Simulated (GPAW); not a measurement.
Frequency calculation, with input and output: C2H3Al

- system: C2H3Al
- method: C09-vdW/real-space grid, scalar-relativistic datasets (GPAW 26.7.0)

The geometry was optimised with C09-vdW/fd.

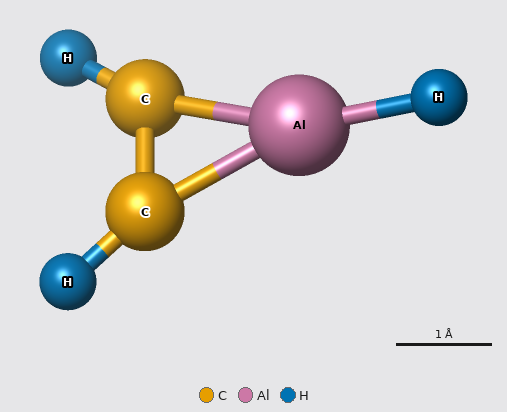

Fig. 1: The structure (ball-and-stick view, seen at a tilt). Sticks mark near contacts. Bond lengths as drawn: Al–C 1.87 Å, Al–H 1.58 Å, C–C 1.37 Å and C–H 1.10 Å.

The input (vib.py):
```python
from ase.io import read
from ase.thermochemistry import IdealGasThermo
from ase.vibrations import Infrared
from gpaw import GPAW

mol = read("relaxed.xyz")

calculator = GPAW(mode="fd",
                  h=0.2,
                  xc={"name": "C09-vdW", "backend": "libvdwxc"},
                  convergence={"density": 1e-05},
                  maxiter=150,
                  symmetry="off",
                  txt="molecule.txt")
mol.calc = calculator

energy = mol.get_potential_energy()
vib = Infrared(mol, delta=0.02)
vib.run()
vib.summary()
freqs = vib.get_frequencies()
zpe = vib.get_zero_point_energy()
intensities = vib.intensities

thermo = IdealGasThermo(vib_energies=vib.get_energies(), potentialenergy=energy, atoms=mol, geometry="nonlinear",
                        symmetrynumber=2, spin=0.0, ignore_imag_modes=True)
H = thermo.get_enthalpy(600.0, verbose=False)
S = thermo.get_entropy(600.0, 100000.0, verbose=False)
G = thermo.get_gibbs_energy(temperature=600.0, pressure=100000.0)
```

File relaxed.xyz:
```
6
Lattice="11.618399638738033 0.0 0.0 0.0 13.365409115046587 0.0 0.0 0.0 9.119249003251518" Properties=species:S:1:pos:R:3:magmoms:R:1:forces:R:3 free_energy=-17.663630248085152 energy=-17.663630248085152 dipole="-0.00029979847777735185 0.15767969583381192 0.0017366751906841315" magmom=0.0 pbc="F F F"
C        5.15600502       5.45370960       4.57240651       0.00000000      -0.01621335      -0.00250914      -0.01046666
C        6.52893609       5.44160304       4.54213746       0.00000000      -0.00629467      -0.01527075       0.00585396
Al       5.85862057       7.18694864       4.59002919       0.00000000       0.00494037      -0.01605921       0.00523751
H        4.47216957       4.59355604       4.56635010       0.00000000       0.00092416      -0.00058220       0.01055994
H        7.19588854       4.56863393       4.50664930       0.00000000      -0.01324415       0.00423294      -0.00782597
H        5.88109519       8.76779245       4.61875627       0.00000000      -0.00735954       0.00424406       0.00563600
```

Run as:
```bash
python vib.py > vib.log
```

The program's output:
```
-------------------------------------
 Mode    Frequency        Intensity
  #    meV     cm^-1   (D/Å)^2 amu^-1
-------------------------------------
  0   31.1i    250.6i     0.0254
  1   18.2i    146.7i     0.0009
  2    6.2i     49.7i     0.0002
  3    7.4      60.0      0.0052
  4   10.6      85.4      0.0251
  5   17.6     142.3      0.0789
  6   55.5     447.9      1.3930
  7   66.7     538.1      0.2552
  8   74.9     603.9      4.1781
  9   79.8     644.0      1.0447
 10   92.7     747.6      0.7793
 11  106.2     856.4      0.0082
 12  119.5     963.7      0.0745
 13  138.1    1114.1      0.1226
 14  170.6    1375.7      0.0043
 15  239.4    1931.1      2.8217
 16  371.1    2993.3      1.0987
 17  374.1    3017.1      1.1738
-------------------------------------
Zero-point energy: 0.962 eV
Static dipole moment: 0.758 D
Maximum force on atom in `equilibrium`: 0.0195 eV/Å

Enthalpy components at T = 600.00 K:
===============================
Enthalpy components at T = 600.00 K:
===============================
E_pot                -17.664 eV
E_ZPE                  0.944 eV
Cv_trans (0->T)        0.078 eV
Cv_rot (0->T)          0.078 eV
Cv_vib (0->T)          0.166 eV
-------------------------------
U                    -16.398 eV
===============================
(C_v -> C_p)           0.052 eV
-------------------------------
H                    -16.347 eV
===============================

Entropy components at T = 600.00 K and P = 100000.0 Pa:
=================================================
{"":15s}{"S":13s}     {"T*S:13s}
S_trans (1 bar)    0.0017945 eV/K        1.077 eV
S_rot              0.0009999 eV/K        0.600 eV
S_elec             0.0000000 eV/K        0.000 eV
S_vib              0.0004308 eV/K        0.258 eV
S (1 bar -> P)    -0.0000000 eV/K       -0.000 eV
-------------------------------------------------
S                  0.0032253 eV/K        1.935 eV
=================================================

Free energy components at T = 600.00 K and P = 100000.0 Pa:
=======================
    H        -16.347 eV
 -T*S         -1.935 eV
-----------------------
    G        -18.282 eV
=======================
```

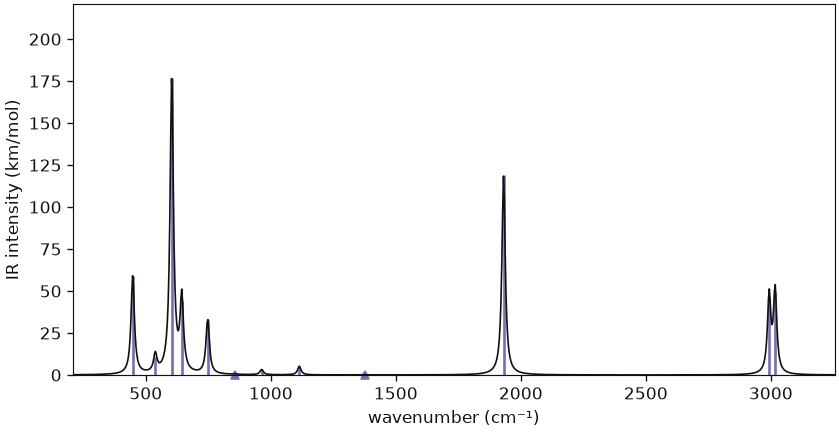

Fig. 2: Harmonic infrared spectrum, unscaled: sticks (degenerate modes added up, dark ones marked on the axis) with a Lorentzian envelope of 16 cm⁻¹ full width, scaled to the tallest stick. 12 modes from 448 to 3017 cm⁻¹, none imaginary. The strongest line is at 604 cm⁻¹ (177 km/mol). All modes, in cm⁻¹ (km/mol): 448 (59), 538 (10.8), 604 (177), 644 (44), 748 (33), 856 (0.3), 964 (3.1), 1114 (5.2), 1376 (0.2), 1931 (119), 2993 (46), 3017 (50).

Key numbers:

- outcome: converged
- energy relative to the program's reference atoms: −17.6637 eV
- zero-point energy: 0.034703 hartree
- wavenumbers, lowest and highest: 448 and 3017 cm⁻¹
- hardware: 1 thread of Intel Xeon @ 2.50GHz (Skylake/Cascade Lake), 12 GiB of memory available, shared host
- wall time: 30 min
- peak memory: 0.81 GiB
